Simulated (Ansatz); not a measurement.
All values below come from PBE (plane waves to 420 eV, PAW; Ansatz, a first-principles code).

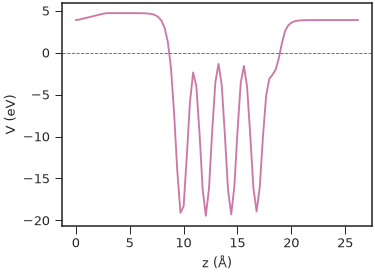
Figure. Plane-averaged electrostatic potential energy along the normal, in eV from the Fermi level, for W on the 1x1 (110) surface of bcc Ta, one in a 2x2 cell, started at the site 'hollow Ta-Ta-Ta'

Slab: 17 atoms, 6.8 Å thick at the start under the adsorbate (thin: gaps and levels are the slab's own); k 5x5x1, smearing 0.1 eV, dipole-corrected; 8 atoms held, the rest relaxed; start symmetry kept, larger cells not searched; spin-polarised, no spin-orbit, no U, no dispersion correction. The starting moment vanished. At the end it is bonded to 4 Ta. In PBE it is, or lies within 0.03 eV of, the lowest of the starts that converged.

The vacuum level lies 3.89 eV above the Fermi level over the top face and 4.72 eV above it under the bottom face.
